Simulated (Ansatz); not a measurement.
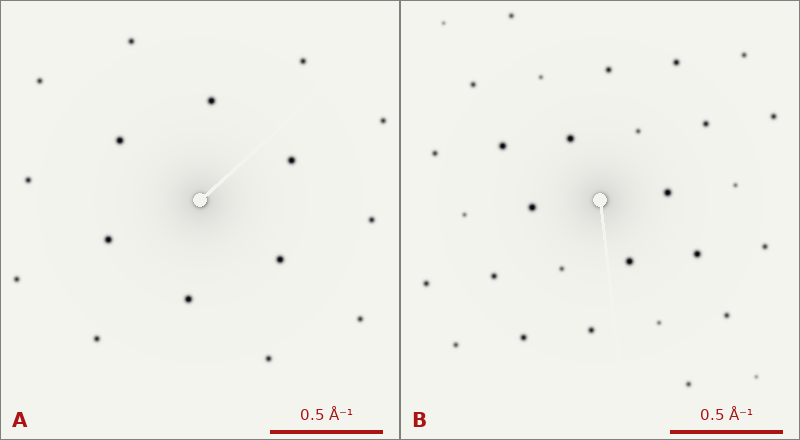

Kinematic electron diffraction patterns (200 kV, B = 0.5 Å², same scale, each along a low-index zone) of two structures of composition WSe, each relaxed at zero pressure with Ansatz 0.2.0, DFT PBE, scalar-relativistic, plane waves, PAW.

The structures (standard cells):
1. F-43m (No. 216), a = 5.649 Å, 8 atoms; generated start, possibly hypothetical
2. Pm-3m (No. 221), a = 3.149 Å, 2 atoms; generated start, possibly hypothetical

Q: Which pattern belongs to which structure, and along which zone?

A: A is structure 2 along [111] or an equivalent direction: hexagonal net of -1 1 0 at d = 2.23 Å and -1 0 1 at d = 2.23 Å, 60.0° apart. B is structure 1 along [110] or an equivalent direction: centred rectangular net of -1 1 -1 at d = 3.26 Å and -1 1 1 at d = 3.26 Å, 70.5° apart.

Q: Which structure lies lowest at this level of theory, and by how much?

A: Structure 2 (Pm-3m, 15.61 Å³ an atom) is the lowest of these; structure 1 (F-43m, 22.54 Å³ an atom) lies about 500 meV an atom higher. These are static energies at 0 K; other structures, not shown, may lie lower still.
